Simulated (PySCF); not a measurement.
# A workflow on [CH4BN2]− (SMILES N#C[BH2-]N)

Aim: a transition-state search (HF-D3(0)/cc-pVDZ-DK), then the harmonic vibrations, then a reaction path (HF-D3(0)/cc-pVDZ-DK), then a single-point energy (HF-D3(0)/cc-pVDZ-DK), then the energy (MP2/ccECP-cc-pVTZ), then a single-point energy of [CH4BN2]−. 

The calculation is run with PySCF 2.14.0.

## 1. The structure to begin with

The species is [CH4BN2]− (8 atoms), meant as a singlet with charge -1. SMILES: `N#C[BH2-]N`. The run starts from this shape.

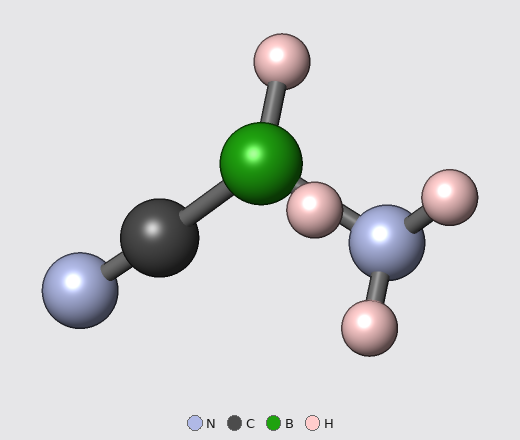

Viewed from a chosen angle; nitrogen light blue, carbon dark grey, boron green, hydrogen pink.

## 2. A transition-state search at HF-D3(0)/cc-pVDZ-DK (sfX2C, density fitting) (run 1)

File geometry.xyz:

```xyz
8
CH4BN2
N      1.709840    -0.498830     1.905230
C      0.979780    -0.096340     1.102640
B      0.060280     0.494530    -0.014660
N     -0.993950    -0.581710    -0.441220
H      0.004386    -0.037046    -1.409060
H     -0.517950     1.476900     0.421430
H     -0.512820    -1.405130    -0.797240
H     -1.533070    -0.218460    -1.224600
```

File job.py:

```python
from pyscf import gto
from pyscf import df
from pyscf.geomopt.geometric_solver import kernel as optimise

system = gto.Mole()
system.atom = 'geometry.xyz'
system.max_memory = 1860
system.basis = 'cc-pvdz-dk'
system.spin = 0
system.charge = -1
system.verbose = 3
system.build()

mf = system.RHF()
mf = mf.x2c()
mf = mf.density_fit(auxbasis=df.aug_etb(system, beta=2.0))
mf.disp = 'd3zero'
converged, mol_eq = optimise(mf, maxsteps=60, transition=True, hessian=True)
print('converged:', converged)
print(mol_eq.tostring())

mf.reset(mol_eq)
system = mol_eq
mf.kernel()
energy = mf.e_tot
print('Final energy', energy)
```

The run is started by

```console
OMP_NUM_THREADS=1 python job.py
```

Log:

```text
converged SCF energy = -173.756653505552

WARN: DFTD3 does not support analytical Hessian, using finite difference

WARN: Mole.unit (angstrom) is changed to Bohr

[... 62 lines left out ...]
WARN: Mole.unit (angstrom) is changed to Bohr
[... 27 lines left out ...]
Ground State Electronic Energy    : E0                        =  -173.75665351 au (   -109033.9463 kcal/mol)
[... 103 lines left out ...]
converged SCF energy = -173.754474933012
[... 132 lines left out ...]
converged SCF energy = -173.750716833731
[... 131 lines left out ...]
converged SCF energy = -173.752187087049
[... 122 lines left out ...]
Converged! =D
[... 1 line left out ...]
converged: True
N           1.69821487       -0.57695903        1.91892360
C           1.07283135       -0.01725640        1.13484189
B           0.31491574        0.78911245       -0.00343311
[... 4 lines of this table left out ...]
H          -1.68918124       -0.44617868       -1.38534538
converged SCF energy = -173.752382861782
Final energy -173.75238286178163
```

It took 3.6 min on 1 thread of Intel Xeon at 2.50GHz (Skylake/Cascade Lake), shared host; peak memory 0.61 GiB.

Step by step:

```
step  energy from the first frame kept (eV)  largest force (eV/Å)
   0                                 0.0000                6.1310
   1                                -0.0239                6.1028
   2                                -0.0467                6.0205
   3                                -0.0515                5.8012
   4                                -0.0249                5.4476
   5                                 0.0593                4.8718
   6                                 0.1654                3.9229
   7                                 0.2253                2.8719
   8                                 0.2228                1.8459
   9                                 0.2313                2.3353
  10                                 0.2160                1.6488
  11                                 0.1615                0.8193
  12                                 0.1322                0.2415
  13                                 0.1248                0.1803
  14                                 0.1248                0.0843
  15                                 0.1242                0.0876
  16                                 0.1230                0.1406
  17                                 0.1215                0.1349
  18                                 0.1200                0.0857
  19                                 0.1180                0.0663
  20                                 0.1163                0.0393
  21                                 0.1162                0.0144
  22                                 0.1162                0.0025
```

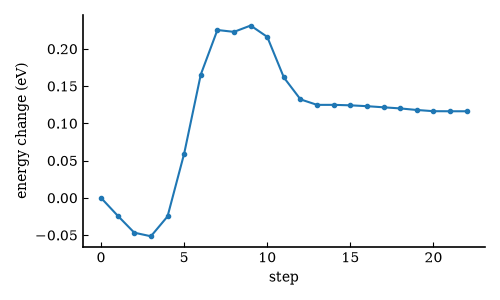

Energy along the run.

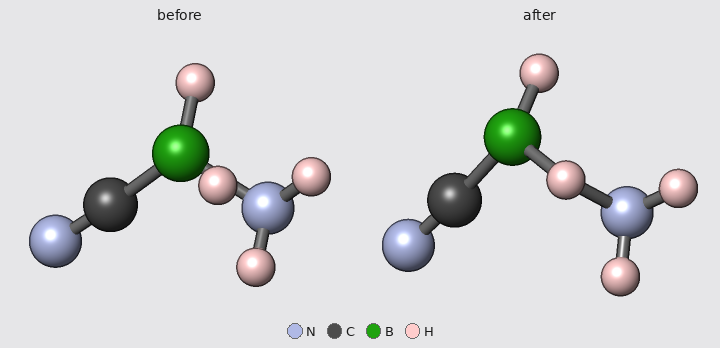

Before and after, at one scale.

After the run. Bond lengths: N1–C2 1.149 Å, C2–B3 1.588 Å, B3–H5 1.366 Å, B3–H6 1.214 Å, N4–H7 1.010 Å, N4–H8 1.009 Å. Angles: N1–C2–B3 175.5°, C2–B3–H5 114.2°, C2–B3–H6 112.4°, H5–B3–H6 120.5°, H7–N4–H8 107.7°.

## 3. Vibrational wavenumbers at HF-D3(0)/cc-pVDZ-DK (sfX2C, density fitting) (run 2)

File geometry.xyz:

```xyz
8
CH4BN2
N      1.284270    -0.401967     1.400243
C      0.658886     0.157736     0.616161
B     -0.099029     0.964104    -0.522114
N     -1.448175    -0.500022    -1.170829
H     -0.472452     0.202835    -1.592951
H     -0.850527     1.805175    -0.071768
H     -1.085375    -1.422863    -1.361404
H     -2.103126    -0.271187    -1.904026
```

File input.py:

```python
# N#C[BH2-]N
from pyscf import gto, scf, symm
from pyscf import df
from pyscf.hessian import thermo

mol = gto.M(
    atom='geometry.xyz',
    max_memory=1860,
    charge=-1,
    verbose=3,
    basis='cc-pvdz-dk',
)

mf = scf.RHF(mol)
mf = mf.x2c()
mf = mf.density_fit(auxbasis=df.aug_etb(mol, beta=2.0))
mf.disp = 'd3zero'
mf.kernel()

e_tot = mf.e_tot
print(f'total energy: {e_tot:.8f} hartree')
hess = mf.Hessian().kernel()
modes = thermo.harmonic_analysis(mol, hess)
thermo.dump_normal_mode(mol, modes)
symm.geom.TOLERANCE = 1e-3  # for the symmetry number
th = thermo.thermo(mf, modes['freq_au'], 500, 101325)
thermo.dump_thermo(mol, th)
```

The run is started by

```console
OMP_NUM_THREADS=1 python input.py
```

Log:

```text
converged SCF energy = -173.752382861747
total energy: -173.75238286 hartree

WARN: DFTD3 does not support analytical Hessian, using finite difference

WARN: Mole.unit (angstrom) is changed to Bohr

[... 86 lines left out ...]
Gibbs free energy [Eh] -173.75166
```

Wall time 92 s (1 thread of Intel Xeon at 2.50GHz (Skylake/Cascade Lake), shared host); peak memory 0.59 GiB.

## 4. A reaction path at HF-D3(0)/cc-pVDZ-DK (sfX2C, density fitting, path step 0.1 bohr*amu^0.5) (run 3)

File start.xyz:

```xyz
8

N      1.698215    -0.576959     1.918924
C      1.072831    -0.017256     1.134842
B      0.314916     0.789112    -0.003433
N     -1.034230    -0.675014    -0.652148
H     -0.058507     0.027843    -1.074270
H     -0.436582     1.630183     0.446913
H     -0.671430    -1.597855    -0.842723
H     -1.689181    -0.446179    -1.385345
```

File job.py:

```python
# N#C[BH2-]N
import numpy
from pyscf import gto
from pyscf import df
from pyscf.hessian import thermo

mol = gto.M(
    atom='start.xyz',
    max_memory=1860,
    basis='cc-pvdz-dk',
    charge=-1,
    verbose=0,
)

calc0 = mol.RHF()
calc0 = calc0.sfx2c1e()
calc0 = calc0.density_fit(auxbasis=df.aug_etb(mol, beta=2.0))
calc0.disp = 'd3zero'
calc0.kernel()
modes = thermo.harmonic_analysis(mol, calc0.Hessian().kernel())
print('lowest modes (1/cm)', numpy.round(modes['freq_wavenumber'][:3], 1))
w = numpy.sqrt(mol.atom_mass_list(isotope_avg=True))[:, None]
mode = modes['norm_mode'][0] * w
mode /= numpy.linalg.norm(mode)
scanner = calc0.nuc_grad_method().as_scanner()
x_ts, e_ts, ds = mol.atom_coords() * w, calc0.e_tot, 0.1  # mass-weighted, bohr amu^1/2
path = []
for sign in (1, -1):
    x, e_old = x_ts + sign * ds * mode, e_ts
    for k in range(1, 13):
        e, g = scanner(mol.set_geom_(x / w, unit='bohr', inplace=False))
        if e > e_old:
            break
        path.append((sign * k * ds, e, x / w, g))
        d1 = -g / w / numpy.linalg.norm(g / w)
        g2 = scanner(mol.set_geom_((x + 0.5 * ds * d1) / w, unit='bohr', inplace=False))[1] / w  # midpoint rule
        x, e_old = x - ds * g2 / numpy.linalg.norm(g2), e
path.sort(key=lambda p: p[0])
print('s (bohr amu^1/2)   E - E(TS) (kcal/mol)')
for s, e, x, g in path:
    print('%7.2f %10.3f' % (s, (e - e_ts) * 627.5095))
for s, e, x, g in (path[0], path[-1]):
    print('end at s = %.2f' % s)
    print(mol.set_geom_(x, unit='bohr', inplace=False).tostring())
```

The run is started by

```console
OMP_NUM_THREADS=1 python job.py
```

Log:

```text
lowest modes (1/cm) [  0. +1661.1j 135.6   +0.j  226.1   +0.j ]
s (bohr amu^1/2)   E - E(TS) (kcal/mol)
  -1.20    -36.162
  -1.10    -32.000
  -1.00    -27.819
  -0.90    -23.663
  -0.80    -19.585
  -0.70    -15.653
  -0.60    -11.945
  -0.50     -8.558
  -0.40     -5.598
  -0.30     -3.178
  -0.20     -1.403
  -0.10     -0.341
   0.10     -0.305
   0.20     -1.095
   0.30     -2.134
   0.40     -3.200
   0.50     -4.178
   0.60     -4.943
   0.70     -5.624
   0.80     -6.689
   0.90     -6.944
   1.00     -8.182
   1.10     -8.218
   1.20     -9.428
end at s = -1.20
N           1.69659222       -0.57539181        1.91908616
C           1.08003237       -0.01813933        1.13171434
B           0.27553872        0.74929161       -0.01656319
N          -1.05124450       -0.67940946       -0.62681190
H           0.38270617        0.39231123       -1.15364199
H          -0.38705565        1.67452837        0.40134925
H          -0.62432912       -1.56506449       -0.86767639
H          -1.63155989       -0.41091434       -1.41169646
end at s = 1.20
N           1.69996153       -0.58258554        1.91867732
C           1.06592070       -0.01328263        1.14510638
B           0.37589250        0.86342153        0.01785338
N          -1.03998151       -0.69793589       -0.68969181
H          -0.26385334       -0.20019550       -1.15925016
H          -0.48688695        1.56467591        0.52880944
H          -0.79529858       -1.67450761       -0.76241754
H          -1.82559232       -0.52353276       -1.28802294
```

It took 4.7 min on 1 thread of Intel Xeon at 2.50GHz (Skylake/Cascade Lake), shared host; peak memory 0.59 GiB.

Steps, from the record of the run:

```
step  energy from the first frame kept (eV)  largest force (eV/Å)
   0                                 0.0000                4.1350
   1                                 0.1805                3.9780
   2                                 0.3618                3.7927
   3                                 0.5420                3.5779
   4                                 0.7188                3.3313
   5                                 0.8894                3.0496
   6                                 1.0501                2.7287
   7                                 1.1970                2.4256
   8                                 1.3254                2.0632
   9                                 1.4303                1.6107
  10                                 1.5073                1.0851
  11                                 1.5533                0.5283
  12                                 1.5549                0.4918
  13                                 1.5207                0.9159
  14                                 1.4756                1.2494
  15                                 1.4293                1.4558
  16                                 1.3869                1.5223
  17                                 1.3538                1.5117
  18                                 1.3243                1.8265
  19                                 1.2781                1.4135
  20                                 1.2670                2.1267
  21                                 1.2133                1.2869
  22                                 1.2117                1.7726
  23                                 1.1593                1.1613
```

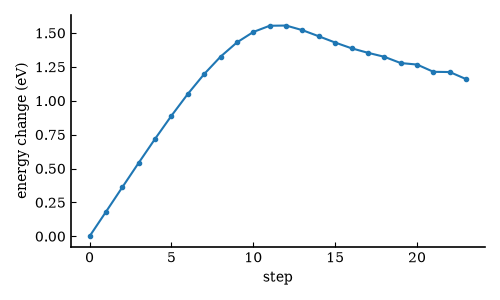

Energy along the run.

## 5. The energy at HF-D3(0)/cc-pVDZ-DK (sfX2C, density fitting) (run 4)

File start.xyz:

```xyz
8

N      1.709840    -0.498830     1.905230
C      0.979780    -0.096340     1.102640
B      0.060280     0.494530    -0.014660
N     -0.993950    -0.581710    -0.441220
H      0.807900     0.829030    -0.951580
H     -0.517950     1.476900     0.421430
H     -0.512820    -1.405130    -0.797240
H     -1.533070    -0.218460    -1.224600
```

File calc.py:

```python
from pyscf import gto
from pyscf import df

system = gto.Mole()
system.atom = 'start.xyz'
system.charge = -1
system.max_memory = 1860
system.verbose = 3
system.basis = 'cc-pvdz-dk'
system.build()

mf = system.RHF()
mf = mf.sfx2c1e()
mf = mf.density_fit(auxbasis=df.aug_etb(system, beta=2.0))
mf.disp = 'd3zero'
mf.kernel()

e_final = mf.e_tot
print('E = %.10f Eh' % e_final)
```

The run is started by

```console
OMP_NUM_THREADS=1 python calc.py
```

Log:

```text
converged SCF energy = -173.91221227391
E = -173.9122122739 Eh
```

It took 4.8 s on 1 thread of Intel Xeon at 2.50GHz (Skylake/Cascade Lake), shared host; peak memory 0.15 GiB.

## 6. The energy at MP2/ccECP-cc-pVTZ (core potential) (run 5)

File job.py:

```python
from pyscf import gto, mp

mol = gto.M(
    atom=[
    ('N', (1.698215, -0.576959, 1.918924)),
    ('C', (1.072831, -0.017256, 1.134842)),
    ('B', (0.314916, 0.789112, -0.003433)),
    ('N', (-1.034230, -0.675014, -0.652148)),
    ('H', (-0.058507, 0.027843, -1.074270)),
    ('H', (-0.436582, 1.630183, 0.446913)),
    ('H', (-0.671430, -1.597855, -0.842723)),
    ('H', (-1.689181, -0.446179, -1.385345)),
],
    max_memory=1860,
    charge=-1,
    basis='ccecp-cc-pvtz',
    ecp={'N': 'ccecp', 'C': 'ccecp', 'B': 'ccecp', 'H': 'ccecp'},
    spin=0,
    verbose=4,
)

mf = mol.RHF()
mf.kernel()

pt = mp.MP2(mf).run()
etot = pt.e_tot
print('E = %.10f Eh' % etot)
dip = mf.dip_moment()
pop, q = mf.mulliken_pop()
```

The run is started by

```console
OMP_NUM_THREADS=1 python job.py
```

Log:

```text
PySCF version 2.14.0

[... 66 lines left out ...]
converged SCF energy = -29.8518655053179
[... 9 lines left out ...]
WARN: System has nonzero charge -1; the dipole moment is origin-dependent.
[... 2 lines left out ...]
Dipole moment(X, Y, Z, Debye): -3.59356, -0.73872, -3.52894
[... 181 lines left out ...]
charge of    7H =      0.14158
```

Wall time 67 s (1 thread of Intel Xeon at 2.50GHz (Skylake/Cascade Lake), shared host); peak memory 1.2 GiB.

## 7. The energy at MP2/ccECP-cc-pVTZ (core potential) (run 6)

File job.py:

```python
from pyscf import gto, scf, mp

system = gto.Mole()
system.atom = [
    ('N', (1.709840, -0.498830, 1.905230)),
    ('C', (0.979780, -0.096340, 1.102640)),
    ('B', (0.060280, 0.494530, -0.014660)),
    ('N', (-0.993950, -0.581710, -0.441220)),
    ('H', (0.807900, 0.829030, -0.951580)),
    ('H', (-0.517950, 1.476900, 0.421430)),
    ('H', (-0.512820, -1.405130, -0.797240)),
    ('H', (-1.533070, -0.218460, -1.224600)),
]
system.max_memory = 1860
system.spin = 0
system.verbose = 4
system.charge = -1
system.ecp = {'N': 'ccecp', 'C': 'ccecp', 'B': 'ccecp', 'H': 'ccecp'}
system.basis = 'ccecp-cc-pvtz'
system.build()

mf = scf.RHF(system)
mf.kernel()

pt = mp.MP2(mf).run()
e_tot = pt.e_tot
print(f'total energy: {e_tot:.8f} hartree')
dip = mf.dip_moment()
pop, q = mf.mulliken_pop()
```

The run is started by

```console
OMP_NUM_THREADS=1 python job.py
```

Log:

```text
PySCF version 2.14.0

[... 64 lines left out ...]
converged SCF energy = -30.011420938432
[... 7 lines left out ...]
total energy: -30.70123646 hartree
[... 1 line left out ...]
WARN: System has nonzero charge -1; the dipole moment is origin-dependent.
[... 2 lines left out ...]
Dipole moment(X, Y, Z, Debye): -2.60197, -0.19546, -4.36980
[... 181 lines left out ...]
charge of    7H =      0.15119
```

Wall time 72 s (1 thread of Intel Xeon at 2.50GHz (Skylake/Cascade Lake), shared host); peak memory 1.2 GiB.

## 8. Summary of results

```
                                                                         quantity                   value
                              run 1, HF-D3(0)/cc-pVDZ-DK: total energy at the end           -173.75238 Eh
                                          run 1, HF-D3(0)/cc-pVDZ-DK: HOMO energy                -1.21 eV
                                          run 1, HF-D3(0)/cc-pVDZ-DK: LUMO energy                 8.39 eV
run 1, HF-D3(0)/cc-pVDZ-DK: HOMO–LUMO gap (to an unbound level, set by the basis)                 9.61 eV
                                    run 1, HF-D3(0)/cc-pVDZ-DK: dispersion energy            -9.29 kJ/mol
                           run 2, HF-D3(0)/cc-pVDZ-DK: lowest harmonic wavenumber  1661i cm⁻¹ (imaginary)
                          run 2, HF-D3(0)/cc-pVDZ-DK: highest harmonic wavenumber               3760 cm⁻¹
                           run 3, HF-D3(0)/cc-pVDZ-DK: energy at the saddle point           -173.75238 Eh
                                         run 4, HF-D3(0)/cc-pVDZ-DK: total energy           -173.91221 Eh
                                          run 4, HF-D3(0)/cc-pVDZ-DK: HOMO energy                -4.48 eV
                                          run 4, HF-D3(0)/cc-pVDZ-DK: LUMO energy                 9.57 eV
run 4, HF-D3(0)/cc-pVDZ-DK: HOMO–LUMO gap (to an unbound level, set by the basis)                14.05 eV
                                    run 4, HF-D3(0)/cc-pVDZ-DK: dispersion energy            -8.85 kJ/mol
                                           run 5, MP2/ccECP-cc-pVTZ: total energy            -30.55676 Eh
                    run 5, MP2/ccECP-cc-pVTZ: HOMO energy (Hartree–Fock orbitals)                -1.55 eV
                    run 5, MP2/ccECP-cc-pVTZ: LUMO energy (Hartree–Fock orbitals)                 7.22 eV
  run 5, MP2/ccECP-cc-pVTZ: HOMO–LUMO gap (to an unbound level, set by the basis)                 8.77 eV
                                     run 5, MP2/ccECP-cc-pVTZ: correlation energy              -704.9 mEh
                                           run 6, MP2/ccECP-cc-pVTZ: total energy            -30.70124 Eh
                    run 6, MP2/ccECP-cc-pVTZ: HOMO energy (Hartree–Fock orbitals)                -4.76 eV
                    run 6, MP2/ccECP-cc-pVTZ: LUMO energy (Hartree–Fock orbitals)                 7.79 eV
  run 6, MP2/ccECP-cc-pVTZ: HOMO–LUMO gap (to an unbound level, set by the basis)                12.56 eV
                                     run 6, MP2/ccECP-cc-pVTZ: correlation energy              -689.8 mEh
```

What this shows: Mulliken charges (run 1, HF-D3(0)/cc-pVDZ-DK) run from -0.36 on N4 to +0.14 on H5; they depend strongly on the basis. 1 mode is imaginary (lowest 1661i cm⁻¹): a first-order saddle point. Mulliken charges (run 2, HF-D3(0)/cc-pVDZ-DK) run from -0.36 on N4 to +0.14 on H5; they depend strongly on the basis. Mulliken charges (run 5, MP2/ccECP-cc-pVTZ) of the mean-field density run from -0.61 on N4 to +0.17 on H5; they depend strongly on the basis.
